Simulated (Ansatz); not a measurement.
Run report: Si₃NH₉ClF, geometry relaxation (part 2 of 2)

The same run, continued: Si₃NH₉ClF; RKS PBE0-D4/def2-TZVP (Ansatz 0.2.0). The geometry is a transition state displaced along its imaginary mode. The reaction was set up to form Si1–F7 and Cl2–H6 and to break Si1–Cl2 and H6–F7 (atoms counted from 1 in the order of the input); sticks are drawn by distance alone.

Geometry of the input (Å):
```
Si 0.5637  1.0523  0.5716
Cl 3.1784  1.6407  1.0800
N  -0.3832  -0.1236  -0.2227
Si -1.2184  -1.3126  0.7458
Si -0.5800  -0.1332  -1.9489
H  2.6005  0.5359  1.6011
F  1.1968  -0.0069  1.5950
H  -0.0043  1.9546  1.5566
H  0.9896  1.8296  -0.6483
H  -1.3865  -0.8038  2.1157
H  -0.4883  -2.5966  0.7550
H  -2.5477  -1.5256  0.1237
H  -0.9453  -1.5403  -2.3235
H  0.6959  0.2530  -2.6126
H  -1.6713  0.7765  -2.3883
```

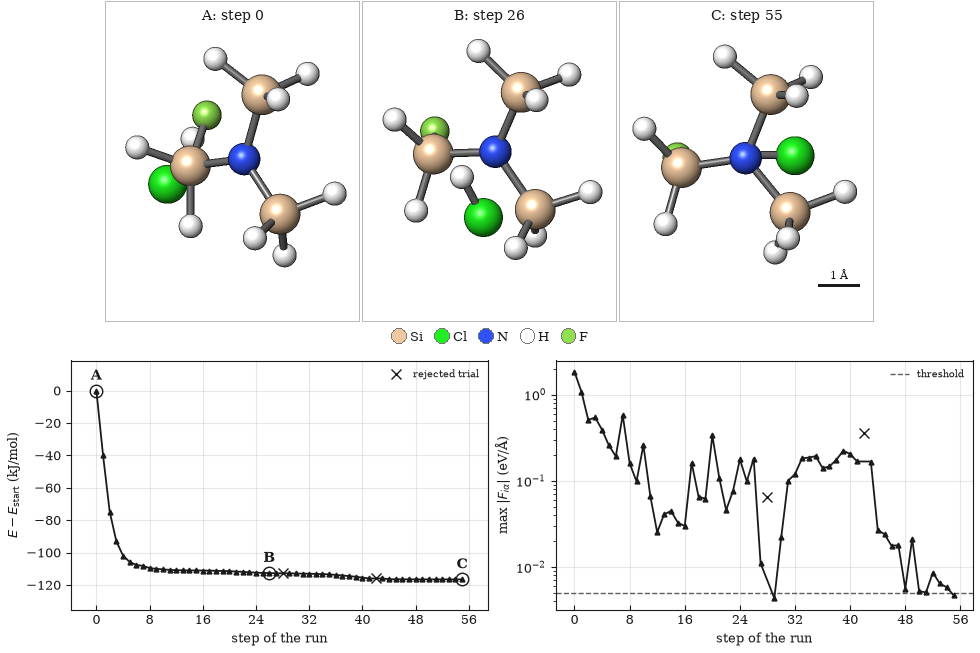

Frames of the relaxation (ball-and-stick view, seen at a tilt) above the curves, on which the letters mark them (the first geometry is step 0 here and step 1 in the log).

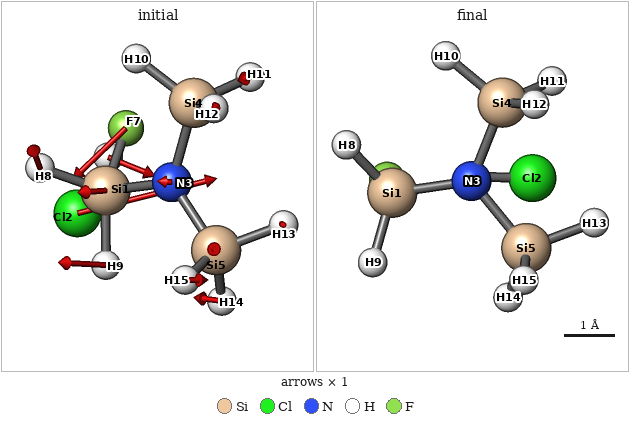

Before (left) and after (right) the relaxation, at one scale (ball-and-stick view, seen at a tilt). The red arrows give the displacements, at true length. After 55 geometry steps the energy has fallen by 116.5 kJ/mol. The largest force component goes from 1.8 to 0.0047 eV/Å. The line search rejected the trial steps at points 28, 42 (counted from 0) and went back. The atom that moves furthest after the best rigid fit is Cl2 (2.92 Å). By element the largest moves are Cl 2.92 Å, F 1.51 Å, H 1.32 Å, Si 0.81 Å, N 0.32 Å. Among the contacts that change: Cl2–H6 1.351 → 1.286 Å, Si1–H9 1.508 → 1.479 Å, Si1–H8 1.452 → 1.477 Å, Si5–H13 1.501 → 1.484 Å. Among the angles that change: F7–Si1–H9 138.2° → 105.9°, N3–Si1–F7 93.5° → 110.4°, N3–Si1–H9 97.8° → 109.8°. (Atoms are counted from 1 in the order of the input.)

```
mean field -40497.14286491 eV, -1488.2425503360 hartree, gradient 1.7e-5 eV, S^2 0.000000; 1 other end points of the search recorded, 0 dependent functions left out
the calculation of the forces begins
reference -40497.14290661 eV, -1488.2425518684 hartree; 42, 42 occupied and 222, 222 virtual orbitals, 1779 factors
Total energy: -40497.53504540 eV, -1488.2569627034 hartree
Atom 0 at    -0.175586     1.509811     0.843370 Å, force     0.004742    -0.000488     0.003352 eV/Å
Atom 1 at     3.118962    -0.914602     0.160469 Å, force     0.000626    -0.001081    -0.000927 eV/Å
Atom 2 at    -0.494653     0.102051    -0.065346 Å, force    -0.000201    -0.000042    -0.003532 eV/Å
Atom 3 at    -1.090900    -1.363639     0.674211 Å, force    -0.000894    -0.001792     0.002477 eV/Å
Atom 4 at    -0.118713     0.058367    -1.774315 Å, force     0.000253     0.000577     0.000647 eV/Å
Atom 5 at     2.590234     0.045301     0.833000 Å, force    -0.000283     0.001197     0.000554 eV/Å
Atom 6 at     1.292853     1.426859     1.511482 Å, force    -0.004402     0.001076    -0.001840 eV/Å
Atom 7 at    -1.118102     1.648882     1.972014 Å, force    -0.000484    -0.000228    -0.000023 eV/Å
Atom 8 at    -0.149276     2.688467    -0.049940 Å, force     0.000360    -0.000208     0.000062 eV/Å
Atom 9 at    -1.475630    -1.040104     2.071577 Å, force    -0.000083    -0.000122    -0.001930 eV/Å
Atom 10 at    -0.054679    -2.425143     0.670854 Å, force    -0.001369     0.000997    -0.000449 eV/Å
Atom 11 at    -2.276450    -1.852309    -0.077748 Å, force     0.002195     0.000692     0.001118 eV/Å
Atom 12 at     0.213744    -1.341662    -2.138688 Å, force    -0.000436     0.000366     0.000067 eV/Å
Atom 13 at     1.026249     0.959587    -2.051183 Å, force    -0.000690    -0.000850     0.000091 eV/Å
Atom 14 at    -1.288051     0.498134    -2.579757 Å, force     0.000666    -0.000092     0.000333 eV/Å
Dipole moment:    -0.403627     0.142367    -0.030241 e Å
```

Trajectory as extended XYZ (Å, eV, eV/Å), 7 of the 56 frames kept, from step=1 to step=56:
```
15
Properties=species:S:1:pos:R:3:forces:R:3 step=1 energy=-40496.32720
Si    0.5637    1.0523    0.5716   -1.2211   0.7937  -1.8369
Cl    3.1784    1.6407    1.0800    0.4920  -0.3918   0.4629
N    -0.3832   -0.1236   -0.2227   -0.7101  -0.0412  -0.1719
Si   -1.2184   -1.3126    0.7458   -0.1290  -0.0105  -0.5390
Si   -0.5800   -0.1332   -1.9489   -0.1031  -0.2895   0.0395
H     2.6005    0.5359    1.6011    0.9182   0.9859  -0.2497
F     1.1968   -0.0069    1.5950    0.8712  -1.3412   1.2719
H    -0.0043    1.9546    1.5566   -0.3644   0.4175   0.1944
H     0.9896    1.8296   -0.6483    0.3251  -0.2017   0.5409
H    -1.3865   -0.8038    2.1157   -0.0201   0.0763   0.2185
H    -0.4883   -2.5966    0.7550    0.0577  -0.1445   0.0749
H    -2.5477   -1.5256    0.1237   -0.1087  -0.0915   0.0557
H    -0.9453   -1.5403   -2.3235    0.0552   0.2420  -0.0187
H     0.6959    0.2530   -2.6126   -0.0966  -0.0085   0.0251
H    -1.6713    0.7765   -2.3883    0.0338   0.0052  -0.0675
15
Properties=species:S:1:pos:R:3:forces:R:3 step=10 energy=-40497.46731
Si    0.2627    1.0317    0.6347   -0.0828   0.0046  -0.0208
Cl    4.4198    1.7111    1.2593   -0.0792  -0.0477   0.0188
N    -0.5929   -0.1787   -0.2151   -0.0025   0.0052   0.0305
Si   -1.4932   -1.3948    0.6572   -0.0187  -0.0111   0.0006
Si   -0.5989   -0.2437   -1.9588   -0.0016   0.0110  -0.0208
H     3.3321    1.0547    1.4751    0.0987   0.0463  -0.0202
F     1.4790    0.3721    1.4623    0.0322  -0.0023  -0.0029
H    -0.5774    1.6947    1.6522   -0.0033  -0.0065   0.0254
H     0.8484    1.9821   -0.3335    0.0223   0.0106  -0.0163
H    -1.5810   -0.9596    2.0747    0.0119   0.0017  -0.0031
H    -0.8196   -2.7148    0.5802    0.0023  -0.0059   0.0016
H    -2.8563   -1.5244    0.0811   -0.0062   0.0069  -0.0032
H    -0.9463   -1.6338   -2.3530    0.0075  -0.0042   0.0045
H     0.7376    0.1244   -2.4857    0.0122  -0.0062   0.0037
H    -1.6140    0.6790   -2.5307    0.0072  -0.0025   0.0022
15
Properties=species:S:1:pos:R:3:forces:R:3 step=19 energy=-40497.47994
Si    0.0905    1.1041    0.7679   -0.0173  -0.0393   0.0028
Cl    4.5225    1.4975    0.7301   -0.0657  -0.0236   0.0173
N    -0.6301   -0.1591   -0.1278   -0.0254  -0.0166  -0.0356
Si   -1.5849   -1.4074    0.6360    0.0059   0.0349   0.0066
Si   -0.3847   -0.2599   -1.8576    0.0101   0.0240   0.0104
H     3.3766    1.0664    1.1272    0.0528   0.0165  -0.0210
F     1.4585    0.6040    1.4594    0.0172   0.0047   0.0180
H    -0.7764    1.5451    1.8797    0.0016  -0.0043  -0.0028
H     0.4713    2.1972   -0.1520    0.0022   0.0153  -0.0207
H    -1.7138   -1.0585    2.0747    0.0045  -0.0013  -0.0202
H    -0.9319   -2.7330    0.4974    0.0067  -0.0013   0.0037
H    -2.9316   -1.4793    0.0101    0.0167   0.0062   0.0051
H    -0.7800   -1.6310   -2.2735    0.0093   0.0070  -0.0009
H     1.0431   -0.0129   -2.1894   -0.0425  -0.0050   0.0141
H    -1.2291    0.7268   -2.5822    0.0238  -0.0172   0.0231
15
Properties=species:S:1:pos:R:3:forces:R:3 step=29 energy=-40497.49519 accepted=F
Si   -0.0447    1.2217    0.9035    0.0610  -0.0113  -0.0651
Cl    3.9930    0.8275   -0.0652    0.0128  -0.0046  -0.0010
N    -0.5713   -0.0925   -0.0516   -0.0123   0.0203   0.0510
Si   -1.4903   -1.4072    0.6345   -0.0079  -0.0035  -0.0161
Si   -0.1564   -0.1644   -1.7490    0.0159   0.0013  -0.0352
H     3.0870    0.7749    0.8449   -0.0094  -0.0011  -0.0031
F     1.2914    0.8381    1.7230   -0.0271  -0.0243   0.0571
H    -1.0486    1.5990    1.9186    0.0099  -0.0128   0.0147
H     0.3515    2.3353    0.0161   -0.0366   0.0409  -0.0310
H    -1.7685   -1.0656    2.0525    0.0016  -0.0005   0.0068
H    -0.7302   -2.6805    0.5657    0.0018  -0.0005   0.0032
H    -2.7686   -1.5793   -0.1032    0.0006  -0.0052   0.0032
H    -0.4483   -1.5479   -2.2079    0.0005   0.0054   0.0058
H     1.2801    0.1507   -1.9429   -0.0104  -0.0005   0.0037
H    -0.9762    0.7901   -2.5392   -0.0005  -0.0037   0.0059
15
Properties=species:S:1:pos:R:3:forces:R:3 step=38 energy=-40497.51019
Si   -0.1575    1.3953    0.8572    0.0244  -0.0274  -0.0013
Cl    3.7297   -0.1659    0.0861   -0.1470   0.0735   0.1312
N    -0.5341    0.0092   -0.0670    0.0059   0.0194   0.0359
Si   -1.2538   -1.4061    0.6616    0.0126   0.0151  -0.0304
Si   -0.1660   -0.0253   -1.7776    0.0114  -0.0123  -0.0211
H     2.8651    0.3650    0.8865    0.1316  -0.0804  -0.1262
F     1.2212    1.1847    1.6723   -0.0334  -0.0026  -0.0245
H    -1.1817    1.6630    1.8874    0.0034  -0.0007  -0.0001
H     0.0739    2.5376   -0.0553   -0.0051  -0.0052   0.0032
H    -1.5472   -1.0767    2.0799    0.0042  -0.0001  -0.0005
H    -0.3308   -2.5672    0.5959   -0.0044   0.0136   0.0019
H    -2.5133   -1.7607   -0.0443    0.0137   0.0022   0.0056
H    -0.2125   -1.4491   -2.2064    0.0037   0.0366   0.0083
H     1.1806    0.5488   -2.0239   -0.0377  -0.0116   0.0042
H    -1.1737    0.7474   -2.5524    0.0167  -0.0203   0.0136
15
Properties=species:S:1:pos:R:3:forces:R:3 step=47 energy=-40497.53450
Si   -0.1924    1.5156    0.8298    0.0046   0.0081   0.0050
Cl    3.0892   -0.9429    0.2295   -0.0044   0.0176   0.0080
N    -0.4930    0.1019   -0.0762    0.0024   0.0047  -0.0042
Si   -1.0545   -1.3717    0.6744   -0.0076  -0.0094   0.0007
Si   -0.1259    0.0676   -1.7868    0.0064  -0.0057  -0.0150
H     2.5606    0.0391    0.8707    0.0091  -0.0157  -0.0082
F     1.2640    1.4371    1.5242   -0.0101   0.0008  -0.0043
H    -1.1548    1.6680    1.9404    0.0072  -0.0061  -0.0048
H    -0.1510    2.6856   -0.0752   -0.0003  -0.0027   0.0038
H    -1.3617   -1.0620    2.0942    0.0019   0.0019  -0.0020
H    -0.0228   -2.4344    0.6005   -0.0022   0.0013   0.0033
H    -2.2822   -1.8508   -0.0132   -0.0006   0.0018  -0.0011
H     0.1433   -1.3427   -2.1682   -0.0047   0.0177   0.0062
H     1.0580    0.9196   -2.0609   -0.0135  -0.0082   0.0032
H    -1.2769    0.5699   -2.5834    0.0117  -0.0061   0.0092
15
Properties=species:S:1:pos:R:3:forces:R:3 step=56 energy=-40497.53500
Si   -0.1756    1.5098    0.8434    0.0047  -0.0005   0.0034
Cl    3.1190   -0.9146    0.1605    0.0006  -0.0011  -0.0009
N    -0.4947    0.1021   -0.0653   -0.0002   0.0000  -0.0035
Si   -1.0909   -1.3636    0.6742   -0.0009  -0.0018   0.0025
Si   -0.1187    0.0584   -1.7743    0.0003   0.0006   0.0006
H     2.5902    0.0453    0.8330   -0.0003   0.0012   0.0006
F     1.2929    1.4269    1.5115   -0.0044   0.0011  -0.0018
H    -1.1181    1.6489    1.9720   -0.0005  -0.0002   0.0000
H    -0.1493    2.6885   -0.0499    0.0004  -0.0002   0.0001
H    -1.4756   -1.0401    2.0716   -0.0001  -0.0001  -0.0019
H    -0.0547   -2.4251    0.6709   -0.0014   0.0010  -0.0004
H    -2.2765   -1.8523   -0.0777    0.0022   0.0007   0.0011
H     0.2137   -1.3417   -2.1387   -0.0004   0.0004   0.0001
H     1.0262    0.9596   -2.0512   -0.0007  -0.0008   0.0001
H    -1.2881    0.4981   -2.5798    0.0007  -0.0001   0.0003
```

Results in brief:

| quantity | value |
| --- | --- |
| outcome | converged |
| total energy | −40497.5350 eV |
| mean-field energy | −40497.1429 eV |
| dispersion energy | −0.3921 eV |
| SCF solution under orbital rotations | stable |
| largest force (length of the vector) at the end | 0.006 eV/Å |
| dipole moment | 2.06 D |
| wall time | 2.1 min (CPU time 1.9 min) |
| peak memory | 0.93 GiB |
